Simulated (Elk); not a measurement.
**Magnetic state of AlFe from several starts**

Aim: find out whether AlFe carries moments, and which collinear order costs least.

Method: PBE; all-electron APW+lo, Dirac cores, scalar-relativistic bands, in Elk 11.2.3 (patched build).

**1. The structure**

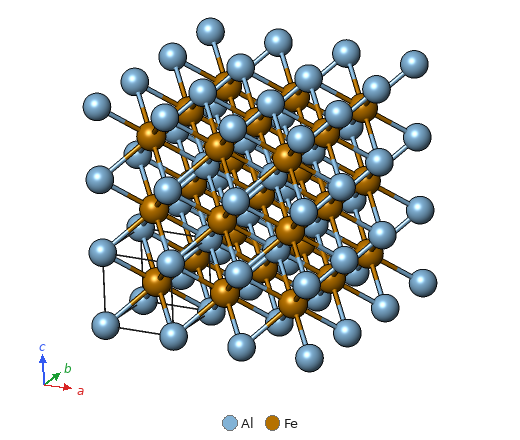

The starting structure, seen slightly off an axis (aluminium light blue, iron orange). 3×3×3 cells are drawn. Some periodic images of atoms are drawn too.

Structure file:

```cif
data_structure
_symmetry_space_group_name_H-M 'Pm-3m'
_symmetry_Int_Tables_number 221
_cell_length_a 2.9100
_cell_length_b 2.9100
_cell_length_c 2.9100
_cell_angle_alpha 90.000
_cell_angle_beta 90.000
_cell_angle_gamma 90.000
_cell_volume 24.64
loop_
_atom_site_label
_atom_site_type_symbol
_atom_site_symmetry_multiplicity
_atom_site_Wyckoff_symbol
_atom_site_fract_x
_atom_site_fract_y
_atom_site_fract_z
_atom_site_occupancy
Al1 Al 1 a 0.00000 0.00000 0.00000 1
Fe1 Fe 1 b 0.50000 0.50000 0.50000 1
```

**2. Run 1 (ferro +)**

Parallel moments need no larger cell; this start tests for a ferromagnetic state only.

Moments are seeded by fields in the spheres (the last three columns under atoms), set against the wanted direction and reduced each loop.

Contents of elk.in:

```
tasks
  0
  33
  73

xctype
  20

rgkmax
  7.0

nempty
  12

swidth
  0.002

reducebf
  0.5

epsengy
  1e-05

maxscl
  100

lmaxi
  2

spinpol
  .true.

sppath
  './'

avec
  5.49910302266 0.00000000000 0.00000000000
  0.00000000000 5.49910302266 0.00000000000
  0.00000000000 0.00000000000 5.49910302266

atoms
  2
  'Al.in'
  1
  0.0000000000 0.0000000000 0.0000000000   0.000000 0.000000 0.000000
  'Fe.in'
  1
  0.5000000000 0.5000000000 0.5000000000   0.000000 0.000000 -0.140000

ngridk
  8 8 8

plot3d
  0 0 0
  1 0 0
  0 1 0
  0 0 1
  15 15 15
```

The run is started by

```console
$ OMP_NUM_THREADS=4 elk
```

Numbers of over 12 decimals in the logs are rounded to 6 here.

Log:

```text
Warning(gndstate): core states of species 1 leak from the muffin-tin :   0.4823859508E-03

--- INFO.OUT ---
┌─────────────────────────┐
│ Elk code version 11.2.3 │
└─────────────────────────┘

All units are atomic (Hartree, Bohr, etc.)

┌─────────────────────────────────────────────────┐
│ Ground-state run starting from atomic densities │
└─────────────────────────────────────────────────┘

Lattice vectors :
   5.499103023       0.000000000       0.000000000
   0.000000000       5.499103023       0.000000000
   0.000000000       0.000000000       5.499103023

Reciprocal lattice vectors :
   1.142583669       0.000000000       0.000000000
   0.000000000       1.142583669       0.000000000
   0.000000000       0.000000000       1.142583669

Unit cell volume      :    166.2936126
Brillouin zone volume :    1.491640055

Muffin-tin inner radius fraction :   0.1000000000E-01

Nuclei treated as point charges

Species : 1 (Al)
 parameters loaded from : Al.in
 name : aluminium
 nuclear charge    :   -13.00000000
 electronic charge :    13.00000000
 atomic mass :    49184.33496
 muffin-tin radius :    2.200000000
 number of radial points in muffin-tin :    793
 inner part over the whole radius :   0.9821194981E-02
 number on inner part of muffin-tin    :    552
 approximate nuclear radius :   0.5839653600E-04
 number of mesh points to nuclear radius :    244
 atomic positions (lattice), magnetic fields (Cartesian) :
  1 :   0.00000000  0.00000000  0.00000000    0.00000000  0.00000000  0.00000000

Species : 2 (Fe)
 parameters loaded from : Fe.in
 name : iron
 nuclear charge    :   -26.00000000
 electronic charge :    26.00000000
 atomic mass :    101799.2075
 muffin-tin radius :    2.400000000
 number of radial points in muffin-tin :    993
 inner part over the whole radius :   0.9896234358E-02
 number on inner part of muffin-tin    :    700
 approximate nuclear radius :   0.7160107270E-04
 number of mesh points to nuclear radius :    332
 atomic positions (lattice), magnetic fields (Cartesian) :
  1 :   0.50000000  0.50000000  0.50000000    0.00000000  0.00000000 -0.14000000

Total number of atoms per unit cell :    2
Total muffin-tin volume :    102.5080739
 ratio of muffin-tin to unit cell volume :   0.6164282097

Spin treatment :
 spin-polarised
 global magnetic field (Cartesian) :    0.000000000       0.000000000       0.000000000
 collinear magnetisation in z-direction

Number of Bravais lattice symmetries :   48
Number of crystal symmetries         :   48
Crystal has inversion symmetry
Real symmetric eigensolver will be used

k-point grid :      8     8     8
k-point offset :    0.000000000       0.000000000       0.000000000
k-point set is reduced with full crystal symmetry group
Total number of k-points :       35

Muffin-tin radius times maximum |G+k| :    7.000000000
 using average radius
Maximum |G+k| for APW functions       :    3.043478261
Maximum (1/2)|G+k|²                   :    4.631379962
Maximum |G| for potential and density :    12.00000000
Constant for pseudocharge density :    7
 order of it for each species :   14  14
 order of it for pair densities of each species (exact exchange by exxq0 0: 14) :    8  11
Radial integration step length :    1

G-vector grid sizes :     24    24    24
Number of G-vectors :     4945

Maximum angular momentum used for
 APW functions            :    8
 outer part of muffin-tin :    6
 inner part of muffin-tin :    2

Total nuclear charge    :   -39.00000000
Total core charge       :    14.00000000
Total valence charge    :    25.00000000
Total excess charge     :    0.000000000
Total electronic charge :    39.00000000

Effective Wigner radius, rₛ :    1.005944724

Number of empty states         :     24
Total number of valence states :     74
Total number of core states    :     14

Third-order local-orbitals added for an l without core states : T
Total number of local-orbitals :     33

Exchange-correlation functional :     20     0     0
 Perdew-Burke-Ernzerhof, Phys. Rev. Lett. 77, 3865 (1996)
 gradient requirement :    1
 generalised gradient approximation (GGA)

Smearing type :    3
 Fermi-Dirac
Smearing width :   0.2000000000E-02
Effective electronic temperature (K) :    631.5500496

Mixing type :    3
 Broyden mixing, J. Phys. A: Math. Gen. 17, L317 (1984)

Kohn-Sham potential initialised from atomic data

┌──────────────────────────────┐
│ Self-consistent loop started │
└──────────────────────────────┘

┌─────────────────┐
│ Loop number : 1 │
└─────────────────┘

Energies :
 Fermi                       :     0.225897
 sum of occupied eigenvalues :     -867.90159265771
 electron kinetic            :      1533.6416493417
 core electron kinetic       :      1330.6633818765
 Coulomb                     :     -2974.7954026074
 Coulomb potential           :     -2300.3991796710
 nuclear-nuclear             :     -267.28223373280
 electron-nuclear            :     -3123.7570518391
 Hartree                     :      416.24388296447
 Madelung                    :     -1824.5958127719
 xc potential                :     -101.03841019812
 xc effective B-field        :    -0.81953750610922E-01
 external B-field            :      0.000000
 exchange                    :     -72.995718399282
 correlation                 :     -1.731229
 electron entropic           :    -0.10152154467766E-02
 total energy                :     -1515.8817154286
 (external B-field energy excluded from total)

Density of states at Fermi energy :    73.25305634
 (states/Hartree/unit cell)

Estimated indirect band gap :   0.5389426694E-03
 from k-point 23 to k-point 13
Estimated direct band gap   :   0.2748733321E-02
 at k-point 13

Charges :
 core                        :    14.00000000
 valence                     :    25.00000000
 interstitial                :    2.310055755
 muffin-tins (core leakage)
  species : 1 (Al)
   atom 1                    :    11.31760253     (  0.5127330540E-03)
  species : 2 (Fe)
   atom 1                    :    25.37234172     ( -0.2258117497E-06)
 total in muffin-tins        :    36.68994425
 total calculated charge     :    38.99956402
 total charge                :    39.00000000
 error                       :   0.4359782826E-03

Moments :
 interstitial                :  -0.5238805595E-01
 muffin-tins
  species : 1 (Al)
   atom 1                    :  -0.6246189817E-01
  species : 2 (Fe)
   atom 1                    :    2.055519233
 total in muffin-tins        :    1.993057335
 total moment                :    1.940669279

┌─────────────────┐
│ Loop number : 2 │
└─────────────────┘

Energies :
 Fermi                       :     0.227105
 sum of occupied eigenvalues :     -867.86177706720
 electron kinetic            :      1533.4618883980
 core electron kinetic       :      1330.9129228371
 Coulomb                     :     -2974.7538457244
 Coulomb potential           :     -2300.4450831896
 nuclear-nuclear             :     -267.28223373280
 electron-nuclear            :     -3123.6269216986
 Hartree                     :      416.15530970702
 Madelung                    :     -1824.5313041296
 xc potential                :     -100.79490216971
 xc effective B-field        :    -0.81895923708749E-01
 external B-field            :      0.000000
 exchange                    :     -72.990766665877
 correlation                 :     -1.731222
 electron entropic           :    -0.10147925883999E-02
 total energy                :     -1516.0149611938
 (external B-field energy excluded from total)

Density of states at Fermi energy :    73.19689178
 (states/Hartree/unit cell)

Estimated indirect band gap :   0.5852588563E-03
 from k-point 23 to k-point 13
Estimated direct band gap   :   0.2759963016E-02
 at k-point 13

Charges :
 core                        :    14.00000000
 valence                     :    25.00000000
 interstitial                :    2.312507465
 muffin-tins (core leakage)
  species : 1 (Al)
   atom 1                    :    11.31983211     (  0.5123536620E-03)
  species : 2 (Fe)
   atom 1                    :    25.36766043     ( -0.2258117018E-06)
 total in muffin-tins        :    36.68749253
 total calculated charge     :    38.99956423
 total charge                :    39.00000000
 error                       :   0.4357723048E-03

Moments :
 interstitial                :  -0.5238689777E-01
 muffin-tins
  species : 1 (Al)
   atom 1                    :  -0.6261350619E-01
  species : 2 (Fe)
   atom 1                    :    2.054904795
 total in muffin-tins        :    1.992291289
 total moment                :    1.939904391

RMS change in Kohn-Sham potential (target) :    4.010012025     (  0.1000000000E-05)
Absolute change in total energy (target)   :   0.1332457652     (  0.1000000000E-04)

[... loops 3 to 15 left out ...]

┌──────────────────┐
│ Loop number : 16 │
└──────────────────┘

Energies :
 Fermi                       :     0.312034
 sum of occupied eigenvalues :     -864.70376408112
 electron kinetic            :      1533.2955001619
 core electron kinetic       :      1330.6878252951
 Coulomb                     :     -2974.3170164913
 Coulomb potential           :     -2301.2681697273
 nuclear-nuclear             :     -267.28223373280
 electron-nuclear            :     -3121.9147974611
 Hartree                     :      414.88001470264
 Madelung                    :     -1823.6829316276
 xc potential                :     -96.718252624883
 xc effective B-field        :    -0.12841894293629E-01
 external B-field            :      0.000000
 exchange                    :     -72.889985484952
 correlation                 :     -1.734298
 electron entropic           :    -0.84866295690916E-03
 total energy                :     -1515.6466489264
 (external B-field energy excluded from total)

Density of states at Fermi energy :    63.58763594
 (states/Hartree/unit cell)

Estimated indirect band gap :   0.9656963752E-03
 from k-point 29 to k-point 6
Estimated direct band gap   :   0.1657181881E-02
 at k-point 29

Charges :
 core                        :    14.00000000
 valence                     :    25.00000000
 interstitial                :    2.339586812
 muffin-tins (core leakage)
  species : 1 (Al)
   atom 1                    :    11.37926347     (  0.4823859214E-03)
  species : 2 (Fe)
   atom 1                    :    25.28114972     ( -0.2258116041E-06)
 total in muffin-tins        :    36.66041319
 total calculated charge     :    38.99957953
 total charge                :    39.00000000
 error                       :   0.4204703409E-03

Moments :
 interstitial                :  -0.1705390147E-01
 muffin-tins
  species : 1 (Al)
   atom 1                    :  -0.3411819285E-01
  species : 2 (Fe)
   atom 1                    :   0.8033888496
 total in muffin-tins        :   0.7692706567
 total moment                :   0.7522167553

RMS change in Kohn-Sham potential (target) :   0.6998321707E-06 (  0.1000000000E-05)
Absolute change in total energy (target)   :   0.4105675998E-05 (  0.1000000000E-04)

Convergence targets achieved

┌──────────────────┐
│ Loop number : 17 │
└──────────────────┘

Energies :
 Fermi                       :     0.312034
 sum of occupied eigenvalues :     -864.70376392869
 electron kinetic            :      1533.2955068278
 core electron kinetic       :      1330.6878237505
 Coulomb                     :     -2974.3170239831
 Coulomb potential           :     -2301.2681641142
 nuclear-nuclear             :     -267.28223373280
 electron-nuclear            :     -3121.9148178285
 Hartree                     :      414.88002757823
 Madelung                    :     -1823.6829419260
 xc potential                :     -96.718263949635
 xc effective B-field        :    -0.12842568538087E-01
 external B-field            :      0.000000
 exchange                    :     -72.889986602537
 correlation                 :     -1.734298
 electron entropic           :    -0.84865440843221E-03
 total energy                :     -1515.6466508285
 (external B-field energy excluded from total)

Density of states at Fermi energy :    63.58702396
 (states/Hartree/unit cell)

Estimated indirect band gap :   0.9658848681E-03
 from k-point 29 to k-point 6
Estimated direct band gap   :   0.1657587804E-02
 at k-point 29

Charges :
 core                        :    14.00000000
 valence                     :    25.00000000
 interstitial                :    2.339586535
 muffin-tins (core leakage)
  species : 1 (Al)
   atom 1                    :    11.37926350     (  0.4823859508E-03)
  species : 2 (Fe)
   atom 1                    :    25.28114997     ( -0.2258117107E-06)
 total in muffin-tins        :    36.66041347
 total calculated charge     :    38.99957953
 total charge                :    39.00000000
 error                       :   0.4204701768E-03

Moments :
 interstitial                :  -0.1706477622E-01
 muffin-tins
  species : 1 (Al)
   atom 1                    :  -0.3412316918E-01
  species : 2 (Fe)
   atom 1                    :   0.8034061711
 total in muffin-tins        :   0.7692830019
 total moment                :   0.7522182257

┌──────────────────────────────┐
│ Self-consistent loop stopped │
└──────────────────────────────┘

Warning : core states of species 1 leak from the muffin-tin :   0.4823859508E-03

Wrote STATE.OUT
```

The job ended after 19 s (4 threads of Arm Neoverse V2, shared host; peak memory 0.13 GiB).

Spin moment in the muffin-tin sphere by atom:

```csv
atom,spin moment in the muffin-tin sphere (μB)
Al1,-0.034
Fe2,0.803
```

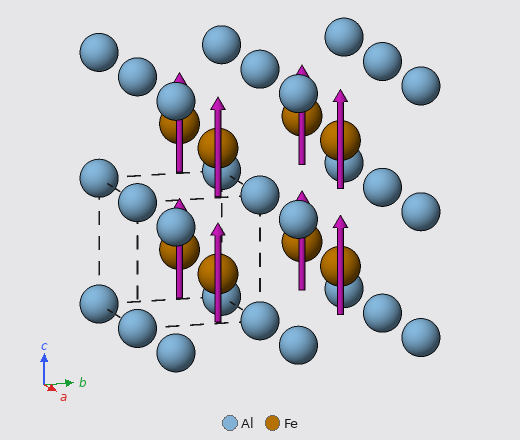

Spin moment in the muffin-tin sphere as arrows, the longest 0.803 μB. Up and down stand for the sign. Arrows give size and sign along the axis of quantisation, drawn up and down the page. 2×2×2 cells are drawn. Some periodic images of atoms are drawn too.

This step gave:

| Item | Value |
| --- | --- |
| density of states at the Fermi level | 2.337 states/eV/cell |
| moment between the spheres | -0.01707 μB |
| magnetization | 0.7522 μB |
| final state | ferromagnetic |

After 17 cycles the largest moment stands at 0.803 μB.

[end of part 1 of 2]

[Logs and program files are shortened in this print: banners, set-up blocks, solver, clock and traceback lines can be left out without a mark of their own.]

[Logs are printed without paths, hosts, clocks, repeated set-up lines and the standing remarks that a program may print on its own settings, such as how far it seeks lower states.]

[Hosts, paths, dates, database ids (printed as entryN), source tags and the programs' standing remarks are cut or masked in the printed files.]

[Where a cell is said to come from a database of computed structures, the database is the Materials Project.]
